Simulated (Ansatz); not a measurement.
```xyz
5

C    -1.0413    0.1333    0.1340
C    -0.5618   -0.9864   -0.4142
F    -0.6613   -2.2488   -0.0586
F    -1.7900    0.1438    1.2707
H    -0.8580    1.1239   -0.3050
```

Geometry: BLYP-D3(BJ)/def2-SVP.

Level of theory: isolated molecule in a Gaussian basis; Kohn-Sham density functional theory, functional PBE0 in Ansatz 0.2.0.

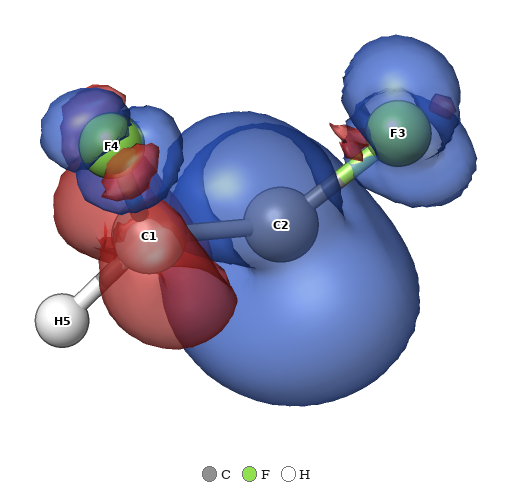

C2HF2 (SMILES F[C][CH]F) (doublet). Isosurfaces of the spin density (α minus β) at +0.015 (blue) and −0.015 e/Å³ (red), seen at an oblique angle.

Question: Which atoms carry the spin?

Answer: The unpaired spin (1 electron) lies mostly on C2 (about 0.8) and F3 (about 0.1), in electrons by Hirshfeld's partition.
